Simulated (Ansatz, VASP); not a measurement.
# MoS2: VASP beside Ansatz

Wanted: the spread between two codes on one cell, functional and k mesh. Of the first pair: The structure shown is the end of the VASP relaxation below. Valence electrons are named where the data sets of a main pair hold unlike numbers.

Calculated with Ansatz 0.2.0; plane waves, with VASP 6.6.1 beside it; single point at PBE with D3(BJ) and band structure at PBE with D3(BJ).

## 1. The structure

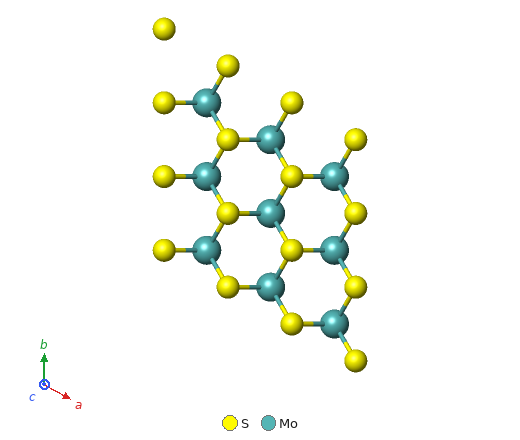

The starting structure, seen from above (sulfur yellow, molybdenum teal). 3×3×1 cells are drawn. Bonds to atoms that aren't drawn are left out. Some periodic images of atoms are drawn too.

The cell holds 3 atoms: 2 S and 1 Mo. Its edges and angles: a = 3.160 Å, b = 3.160 Å, c = 18.081 Å, α = 90.0°, β = 90.0°, γ = 120.0°. It derives from MoS2. As first built, before any earlier steps moved the atoms (in the runner's words): kind sheets cut from a layered crystal; sheets 1. Vacuum lies along c.

## 2. VASP: relaxation, PBE with D3(BJ)

This run makes the geometry at which the two programs are then compared.

Lines of VASP's logs that name or quote its potential files are left out, and so is its time.

Input file INCAR:

```
SYSTEM = MoS2
PREC = Normal
ENCUT = 300
EDIFF = 1E-05
NELM = 120
ISMEAR = 0
SIGMA = 0.05
LREAL = .FALSE.
ALGO = Fast
GGA = PE
IVDW = 12
NBANDS = 15
LASPH = .TRUE.
LORBIT = 11
LWAVE = .FALSE.
LCHARG = .FALSE.
KPAR = 2
IBRION = 2
NSW = 40
ISIF = 2
EDIFFG = -0.03
POTIM = 0.4
MAXMIX = 40
IDIPOL = 3
LDIPOL = .TRUE.
DIPOL = 0.5 0.5 0.5
```

Input file POSCAR:

```
MoS2
1.0
    3.1600000000      0.0000000000      0.0000000000
   -1.5800000000      2.7366402760      0.0000000000
    0.0000000000      0.0000000000     18.0811500000
S Mo
2 1
Direct
    0.0000000000      0.0000000000      0.5852033750
    0.0000000000      0.0000000000      0.4147966250
    0.6666666670      0.3333333330      0.4998299330
```

Input file KPOINTS:

```
Automatic mesh
0
Gamma
9 9 1
0 0 0
```

Potentials, in the order of the species: S and Mo (PBE family, release 64).

The run is started by

```console
mpirun -np 2 vasp_std
```

Numbers of over 12 decimals in the logs are rounded to 6 here.

The program printed:

```text
[banner, memory and clock lines left out]
running    2 mpi-ranks, on    1 nodes
 distrk:  each k-point on    1 cores,    2 groups
 distr:  one band on    1 cores,    1 groups

 POSCAR found type information on POSCAR S Mo
 POSCAR found :  2 types and       3 ions
 LDA part: xc-table for (Slater+PW92), standard interpolation
 POSCAR, INCAR and KPOINTS ok, starting setup
 FFT: planning ... GRIDC
 FFT: planning ... GRID_SOFT
 FFT: planning ... GRID
 WAVECAR not read
 entering main loop
       N       E                     dE             d eps       ncg     rms          rms(c)
DAV:   1     0.982775582174E+02    0.98278E+02   -0.49931E+03   360   0.590E+02
DAV:   2    -0.136034018898E+02   -0.11188E+03   -0.10280E+03   550   0.160E+02
DAV:   3    -0.231107709360E+02   -0.95074E+01   -0.93961E+01   479   0.559E+01
DAV:   4    -0.232900377268E+02   -0.17927E+00   -0.17908E+00   437   0.900E+00
DAV:   5    -0.232953558195E+02   -0.53181E-02   -0.53174E-02   501   0.148E+00    0.276E+01
RMM:   6    -0.220897566214E+02    0.12056E+01   -0.41328E+00   360   0.106E+01    0.953E+00
RMM:   7    -0.218728915098E+02    0.21687E+00   -0.10462E+00   360   0.611E+00    0.734E+00
RMM:   8    -0.217728407307E+02    0.10005E+00   -0.58095E-01   360   0.439E+00    0.140E+00
RMM:   9    -0.217624221219E+02    0.10419E-01   -0.65595E-02   360   0.207E+00    0.531E-01
RMM:  10    -0.217624238658E+02   -0.17440E-05   -0.12235E-02   361   0.705E-01    0.204E-01
RMM:  11    -0.217623826289E+02    0.41237E-04   -0.19512E-03   370   0.309E-01    0.739E-02
RMM:  12    -0.217623972084E+02   -0.14580E-04   -0.76396E-04   368   0.162E-01    0.256E-02
RMM:  13    -0.217624750481E+02   -0.77840E-04   -0.16822E-04   366   0.829E-02    0.189E-02
RMM:  14    -0.217625868169E+02   -0.11177E-03   -0.13689E-04   350   0.592E-02    0.940E-03
RMM:  15    -0.217626114551E+02   -0.24638E-04   -0.31743E-05   281   0.333E-02    0.962E-03
RMM:  16    -0.217626522345E+02   -0.40779E-04   -0.45705E-05   300   0.289E-02    0.566E-03
RMM:  17    -0.217626730476E+02   -0.20813E-04   -0.52547E-06   244   0.151E-02    0.382E-03
RMM:  18    -0.217627105226E+02   -0.37475E-04   -0.76228E-06   243   0.134E-02    0.552E-03
RMM:  19    -0.217627150034E+02   -0.44809E-05   -0.20834E-06   229   0.909E-03
   1 F= -.22723718E+02 E0= -.22723718E+02  d E =-.227237E+02
[...]
2 F= -.22736175E+02 E0= -.22736175E+02  d E =-.124573E-01
[...]
3 F= -.22736660E+02 E0= -.22736660E+02  d E =-.129421E-01
[...]
4 F= -.22736682E+02 E0= -.22736682E+02  d E =-.129642E-01
[...]
5 F= -.22736683E+02 E0= -.22736683E+02  d E =-.129650E-01
[...]
6 F= -.22736745E+02 E0= -.22736745E+02  d E =-.626235E-04
 trial-energy change:   -0.000063  1 .order   -0.000072   -0.001041    0.000896
 step:   0.5645(harm=  0.5645)  dis= 0.00232  next Energy=   -22.736962 (dE=-0.280E-03)
 bond charge predicted
       N       E                     dE             d eps       ncg     rms          rms(c)
DAV:   1    -0.217813226151E+02   -0.31815E-04   -0.20691E-02   374   0.817E-01    0.905E-02
RMM:   2    -0.217813386015E+02   -0.15986E-04   -0.31561E-04   360   0.134E-01    0.257E-02
RMM:   3    -0.217813456993E+02   -0.70978E-05   -0.43623E-05   337   0.491E-02
   7 F= -.22736973E+02 E0= -.22736973E+02  d E =-.290575E-03
 curvature:  -0.30 expect dE=-0.295E-05 dE for cont linesearch -0.217E-05
 trial: gam=-0.08565 g(F)=  0.982E-05 g(S)=  0.000E+00 ort = 0.872E-04 (trialstep = 0.953E+00)
 search vector abs. value=  0.262E-05
 reached required accuracy - stopping structural energy minimisation
```

OUTCAR, selected parts (step 2):

```text
ion  position               nearest neighbor table
   1  0.000  0.000  0.585-   3 2.39   3 2.39   3 2.39
   2  0.000  0.000  0.415-   3 2.39   3 2.39   3 2.39
   3  0.667  0.333  0.500-   2 2.39   2 2.39   2 2.39   1 2.39   1 2.39   1 2.39

  LATTYP: Found a hexagonal cell.
 ALAT       =     3.1600000000
 C/A-ratio  =     5.7218829114

 Subroutine GETGRP returns: Found  6 space group operations
 (whereof  6 operations were pure point group operations)

The static configuration has the point symmetry C_3v.

 Found     12 irreducible k-points:

   k-points           NKPTS =     12   k-points in BZ     NKDIM =     12   number of bands    NBANDS=     15

   dimension x,y,z NGX =    14 NGY =   14 NGZ =   80
   dimension x,y,z NGXF=    28 NGYF=   28 NGZF=  160

   ENCUT  =  300.0 eV  22.05 Ry    4.70 a.u.   4.46  4.46 25.54*2*pi/ulx,y,z

   NELECT =      18.0000    total number of electrons

 k-points in reciprocal lattice and weights: Automatic mesh
   0.00000000  0.00000000  0.00000000       0.012
   0.11111111  0.00000000  0.00000000       0.074
   0.22222222 -0.00000000  0.00000000       0.074
   0.33333333  0.00000000  0.00000000       0.074
   0.44444444 -0.00000000  0.00000000       0.074
   0.11111111  0.11111111  0.00000000       0.074
   0.22222222  0.11111111  0.00000000       0.148
   0.33333333  0.11111111  0.00000000       0.148
   0.44444444  0.11111111  0.00000000       0.074
   0.22222222  0.22222222  0.00000000       0.074
   0.33333333  0.22222222  0.00000000       0.148
   0.33333333  0.33333333  0.00000000       0.025

 Edisp (eV)   -0.95546

 dipolmoment           0.000000      0.000000      0.000038 electrons x Angstroem

 average (electrostatic) potential at core
       1 -93.4191       2 -93.4185       3 -45.5257

 E-fermi :  -1.8917

 k-point     1 :       0.0000    0.0000    0.0000
  band No.  band energies     occupation
    ...
      5      -4.7023      2.00000
      6      -3.9392      2.00000
      7      -3.5701      2.00000
      8      -3.5701      2.00000
      9      -2.2093      2.00000
     10       0.7238      0.00000
     11       0.7238      0.00000
     12       0.9421      0.00000
     13       0.9421      0.00000
     14       3.2366      0.00000
    ...

 k-point     2 :       0.1111    0.0000    0.0000
  band No.  band energies     occupation
    ...
      5      -4.6080      2.00000
      6      -4.5074      2.00000
      7      -3.8532      2.00000
      8      -3.2050      2.00000
      9      -2.3003      2.00000
     10       0.4815      0.00000
     11       0.5203      0.00000
     12       0.7429      0.00000
     13       1.0208      0.00000
     14       3.5255      0.00000
    ...

 k-point     3 :       0.2222   -0.0000    0.0000
  band No.  band energies     occupation
    ...
      5      -5.4933      2.00000
      6      -4.4307      2.00000
      7      -3.9989      2.00000
      8      -3.3599      2.00000
      9      -2.7412      2.00000
     10       0.0442      0.00000
     11       0.3583      0.00000
     12       0.6881      0.00000
     13       1.5838      0.00000
     14       4.2170      0.00000
    ...

 Edisp (eV)   -0.95563

  Total      -0.38865    -0.38865    -0.23950     0.00000     0.00000     0.00000
  in kB      -3.98231    -3.98231    -2.45407     0.00000     0.00000     0.00000
  external pressure =       -3.47 kB  Pullay stress =        0.00 kB

  energy-cutoff  :      300.00
  volume of cell :      156.36
      direct lattice vectors                 reciprocal lattice vectors
     3.160000000  0.000000000  0.000000000     0.316455696  0.182705781  0.000000000
    -1.580000000  2.736640276  0.000000000     0.000000000  0.365411563  0.000000000
     0.000000000  0.000000000 18.081150000     0.000000000  0.000000000  0.055306217

 POSITION                                       TOTAL-FORCE (eV/Angst)
 -----------------------------------------------------------------------------------
      0.00000      0.00000     10.60596         0.000000     -0.000000      0.004662
     -0.00000      0.00000      7.47303         0.000000      0.000000      0.008200
      1.58000      0.91221      9.03966        -0.000000     -0.000000     -0.012861
 -----------------------------------------------------------------------------------
    total drift:                                0.000003     -0.000002      0.011783

  FREE ENERGIE OF THE ION-ELECTRON SYSTEM (eV)
  ---------------------------------------------------
  free  energy   TOTEN  =       -22.7369733752 eV

  energy  without entropy=      -22.7369733752  energy(sigma->0) =      -22.73697338

 reached required accuracy - stopping structural energy minimisation

 vacuum level on the upper side and lower side of the slab         3.738         3.738

 total charge
# of ion       s       p       d       tot
------------------------------------------
    1        1.364   2.341   0.000   3.705
    2        1.364   2.341   0.000   3.705
    3        0.421   0.612   4.456   5.489
--------------------------------------------------
tot          3.150   5.294   4.456  12.900

[... 3 further parts left out ...]
```

CONTCAR:

```
MoS2
   1.00000000000000
     3.1600000000000001    0.0000000000000000    0.0000000000000000
    -1.5800000000000001    2.7366402760000001    0.0000000000000000
     0.0000000000000000    0.0000000000000000   18.0811500000000009
  S               Mo
     2     1
Direct
     0.0000000000000000    0.0000000000000000    0.5865755204485376
     0.0000000000000000    0.0000000000000000    0.4133050142364940
     0.6666666670000012    0.3333333329999988    0.4999493983149693
```

This run has no spin polarisation, so a moment on Mo, if there is one, isn't seen. The data set Mo keeps the semicore shell frozen, which is cheaper and a little less accurate. The run keeps the 6 symmetry operations of its start, so it cannot find a distortion of lower symmetry.

## 3. Ansatz: single point, PBE with D3(BJ)

Ansatz runs on its default PAW (the set named soft_2) files.

The same cell, functional, mesh and smearing now go to Ansatz, which takes its cutoff from its data sets.

Input file input.yaml:

```yaml
crystal:
  lattice:
    - [3.16, 0.0, 0.0]
    - [-1.58, 2.73664028, 0.0]
    - [0.0, 0.0, 18.08115]
  atoms:
    - { symbol: S, position: [0.0, 0.0, 0.58657552] }
    - { symbol: S, position: [0.0, 0.0, 0.41330501] }
    - { symbol: Mo, position: [0.66666667, 0.33333333, 0.4999494] }
hamiltonian:
  xc: pbe
  pseudopotentials: { kind: paw }
  dispersion: d3bj
kpoints:
  mp_grid: { grid: [9, 9, 1] }
scf:
  occupations: { method: gaussian, width: 0.05 }
  n_extra_bands: 4
efield:
  axis: 3
  dipole_correction: true
  ramp_width: 0.04
output:
  forces: true
  eigenvalues: true
  write_density: true
  write_potential: true
  elf: true
  volumetric_format: npy
```

The run is started by

```console
ansatz run input.yaml --threads 2 --pin off --max-ram 4608MiB --backend cpu --events-out ev --progress --plain --runs-dir out
```

The program printed:

```text
scf.n_extra_bands = 4 over 13 filled bands (N_el = 26.0): the run solves 17 bands
Engine: ansatz 0.2.0, aarch64-unknown-linux-gnu
Pseudopotentials: kind: paw
Pseudopotential: S, paw, valence charge 6, recommended cutoff 420 eV (normal), S.paw.azcp
Pseudopotential: Mo, paw, valence charge 14, recommended cutoff 420 eV (normal), Mo.paw.azcp
Functional definition: PBE
  parameter kappa = 0.804
  parameter beta = 0.066725
  exchange = pbe_x(kappa = kappa, mu = beta*pi^2/3)
  correlation = pbe_c(beta = beta)
Crystal: 3 atoms, lattice volume = 156.362 Å³
Basis set: ecut = 420 eV, 3013 PW (Γ), exchange–correlation on 48×48×250 points (8 copies of the dense FFT grid, shifted against one another)
Bands: 17, of which v1, the nominal top of the filled ones, is band 13 counted from 1 (12 counted from 0)
Symmetry: 6 space group operations
Space group: P3m1 (ITA 156), of the structure as read, at distance tolerance 5.4e-5 Å
k-points: 12 of 81 (time reversal used)
Non-local potential: S, projectors of the file, l = 0: 2, l = 1: 2, l = 2: 2
Non-local potential: Mo, projectors of the file, l = 0: 3, l = 1: 2, l = 2: 2, l = 3: 1
PAW form: soft (Blöchl's): semilocal exchange-correlation on the pseudo side does not see the compensation charge
PAW one-centre angular grid: S, 110 points (default); XC on 64 Gauss nodes
PAW one-centre angular grid: Mo, 590 points (default); XC on 64 Gauss nodes
Initial density: superposition of atomic densities (neutral atoms: chi_scale 0, normalization atom), corrected by the library's trained network
Initial wavefunctions: pseudopotential atomic-orbital guess
Functional: x = pbe(κ = 0.804, μ = 0.219515), c = pbe(β = 0.066725)
SCF iter   1: F=—  HF=-6763.757276 eV  |F-HF|=—  |Δ(HF+E_count)|=         —  Δρ=3.26e-3  dr2=5.77e-3  ethr=1.77e-3  p=0.000 e·Å  D=1.53e-5 V/Å  ΔV_dip=-0.00 eV  dr2_dipole=1.49e-7  V_vac-E_F(+/−)=5.23/5.23 eV  ⟨swp⟩=9.3  Hψ=1413  notcnv=0
efield: sawtooth ramp at fractional position 0.9799 (placed from the atoms, in the widest stretch of the axis that holds none; the zero of the levels goes with the place), width 0.0400; the density the first Hamiltonian is built on has a dipole p = 0.000 e·Å; the dipole correction subtracts the counter field D = 1.53e-5 V/Å, which shifts the + side's vacuum level by -0.00 eV against the − side's; the planar-averaged density in the ramp window peaks in size at 5.6e-5 e/Å³
preconditioner: auto → none  [insulator: Δε(μ)=1.757 eV  Ē_g=8.093 eV  σ=0.050 eV  W_gap=1.00  n_scr=10 (ndim 8)  ℏωp=12.6 eV  f_vac=0.630  D(μ)=0.00/eV (n_scr^D=0)  ε∞_Penn≈3.4]
SCF iter   2: F=—  HF=-6763.764424 eV  |F-HF|=—  |Δ(HF+E_count)|=   7.15e-3  Δρ=2.16e-3  dr2=1.07e-2  ethr=2.22e-5  p=-0.000 e·Å  D=-2.78e-4 V/Å  ΔV_dip=0.01 eV  dr2_dipole=5.33e-6  V_vac-E_F(+/−)=5.04/5.04 eV  ⟨swp⟩=2.2  Hψ=504  notcnv=0
SCF iter   3: F=—  HF=-6763.765629 eV  |F-HF|=—  |Δ(HF+E_count)|=   1.21e-3  Δρ=1.76e-3  dr2=9.17e-3  ethr=2.22e-5  p=0.001 e·Å  D=7.18e-4 V/Å  ΔV_dip=-0.01 eV  dr2_dipole=2.74e-5  V_vac-E_F(+/−)=5.16/5.17 eV  ⟨swp⟩=2.0  Hψ=334  notcnv=0
SCF iter   4: F=—  HF=-6763.765729 eV  |F-HF|=—  |Δ(HF+E_count)|=   1.00e-4  Δρ=6.87e-4  dr2=8.11e-4  ethr=2.22e-5  p=-0.001 e·Å  D=-1.15e-3 V/Å  ΔV_dip=0.02 eV  dr2_dipole=6.71e-5  V_vac-E_F(+/−)=5.09/5.07 eV  ⟨swp⟩=2.0  Hψ=231  notcnv=0
SCF iter   5: F=—  HF=-6763.765966 eV  |F-HF|=—  |Δ(HF+E_count)|=   2.37e-4  Δρ=2.02e-4  dr2=1.53e-4  ethr=3.12e-6  p=0.001 e·Å  D=8.46e-4 V/Å  ΔV_dip=-0.02 eV  dr2_dipole=4.16e-5  V_vac-E_F(+/−)=5.04/5.06 eV  ⟨swp⟩=2.5  Hψ=284  notcnv=0
SCF iter   6: F=—  HF=-6763.765983 eV  |F-HF|=—  |Δ(HF+E_count)|=   1.70e-5  Δρ=7.38e-5  dr2=8.52e-6  ethr=5.89e-7  p=0.000 e·Å  D=1.26e-4 V/Å  ΔV_dip=-0.00 eV  dr2_dipole=1.49e-6  V_vac-E_F(+/−)=5.05/5.05 eV  ⟨swp⟩=1.9  Hψ=237  notcnv=0
SCF iter   7: F=—  HF=-6763.765821 eV  |F-HF|=—  |Δ(HF+E_count)|=   1.62e-4  Δρ=1.66e-5  dr2=2.04e-7  ethr=3.28e-8  p=-0.000 e·Å  D=-8.27e-6 V/Å  ΔV_dip=0.00 eV  dr2_dipole=1.21e-11  V_vac-E_F(+/−)=5.05/5.05 eV  ⟨swp⟩=2.6  Hψ=355  notcnv=0
SCF iter   8: F=-6763.765821 eV  HF=-6763.765821 eV  |F-HF|=9.58e-8  |Δ(HF+E_count)|=   2.93e-7  Δρ=4.38e-6  dr2=2.53e-8  ethr=3.85e-10  p=-0.000 e·Å  D=-1.12e-5 V/Å  ΔV_dip=0.00 eV  dr2_dipole=2.29e-9  V_vac-E_F(+/−)=5.05/5.05 eV  ⟨swp⟩=13.0  Hψ=1857  notcnv=0
SCF 1 converged in 8 iterations: F = -6763.765821 eV  dr2 = 2.53e-8
  greatest PAW one-centre occupation: 0.998 electrons in one spin orbital (limit 2), on the Mo atom at site 2 (counted from 0), in its partial waves of l = 0
WARN: The input density's exchange-correlation potential varies sharply where the density is thin. Do not read a vacuum level from v_tot or v_xc, or from such a field of the output density. On a cell that repeats whose density bears no net charge and no dipole along the vacuum's axis use v_es (v_loc + v_h of the components); under efield.dipole_correction with no amplitude use v_es + v_field, which holds any external [...]
SCF converged after 8 iterations
Free energy (F): -6763.765821 eV
Harris-Foulkes:  -6763.765821 eV  (|F-HF|=9.58e-8)
Internal energy: -6763.765821 eV  (E = F + TS)
E sigma→0 (E₀):  -6763.765821 eV
Fermi energy:    0.483534 eV
Dipole field:    D = -0.000084 V/Å  (p = -0.000073 e·Å, saw-weighted, corrected)
Work function:   Φ+ = 5.0506 eV   Φ− = 5.0491 eV
Levels:          The Fermi level and band energies are counted from a zero that moves with the ramp; work functions are not
--- Per-component energies (eV) ---
  E_band       = -432.009732
  E_kinetic    = 655.980980
  E_local      = -14018.034824  (includes V_loc(G=0)·N_el)
  E_nonlocal   = 199.123509
  E_hartree    = 6644.578878
  E_xc         = -378.441531
  E_vxc        = -404.892396  (∫ρ·V_xc dr)
  E_paw        = -4401.535017  (= ΣΔE_a)
  E_vpaw       = -153.346743  (= ΣTr[D̂ρ^β])
  E_aug_tail   = 0.000041  (compensation charges beyond the density's cutoff)
  E_efield     = 0.000000  (sawtooth field / dipole correction)
  E_vefield    = 0.000000  (∫n·V_field dr)
  E_ewald      = 4535.517867
  E_disp       = -0.955723  (pairwise vdW)
  E_smearing   = -0.000000  (= −TS)
  E_closure    = -0.000000  (closes the sum)
  Σ components = -6763.765821   (vs F -6763.765821, Δ=0.00e0)
--- Forces (eV/Å), atoms counted from 1 ---
  atom   1  S      0.00000000    -0.00000000    -0.01681087
  atom   2  S      0.00000000    -0.00000000     0.02182348
  atom   3  Mo    -0.00000000    -0.00000000    -0.00501546
  max |Σ_I F_I| component: 2.85e-6 eV/Å
--- Band table (eV; the first three rows and the last of 12) ---
  k-point 0: bands = [... 9 lower, -2.2261, -1.8509, -1.8509, -0.4558, 2.4315, 2.4315, 2.6703, 2.6703]
  k-point 1: bands = [... 9 lower, -2.7786, -2.1341, -1.4829, -0.5469, 2.2096, 2.2383, 2.4700, 2.7376]
  k-point 2: bands = [... 9 lower, -2.7095, -2.2754, -1.6308, -0.9936, 1.7775, 2.0895, 2.4170, 3.3206]
  k-point 11: bands = [... 9 lower, -3.9402, -3.2972, -2.5784, -0.3946, 1.3617, 2.6505, 3.2083, 4.5810]
```

Elapsed: 2.6 s, on 2 threads of Arm Neoverse V2, shared host; peak memory 0.36 GiB; 4.5 s of CPU time.

The column dr2 measures how far the density is from self-consistency, as an energy; F and HF (Harris–Foulkes) agree once it is small.

## 4. Side by side

Known differences besides the potentials themselves: the data sets hold 26 valence electrons in Ansatz (on its default PAW (the set named soft_2) files) and 18 in VASP; the cutoff is 420 eV in Ansatz and 300 eV in VASP (PREC = Normal). Total energies have different zeros and are not compared.

Compared:

| quantity | Ansatz | VASP | difference |
| --- | --- | --- | --- |
| gap on the k mesh (eV) | 1.756 | 1.752 | +0.005 |

At this near-relaxed geometry the largest component of a force difference is 21 meV/Å. A gap on the mesh is an upper bound, since the band edges may lie between its points. VASP's last cycles still show a density residual of 3e-03, so its state may not be settled. With vacuum in the cell, a pressure given here is an average over mostly empty space and none of the material.

(Part 1 of 2 ends here.)

[Lines on the potential files, build, host, timing and source positions are cut from VASP's logs without a mark.]

[Logs are printed without paths, hosts, clocks, repeated set-up lines and the standing remarks that a program may print on its own settings, such as how far it seeks lower states.]

[Hosts, paths, dates, database ids (printed as entryN), source tags and the programs' standing remarks are cut or masked in the printed files.]
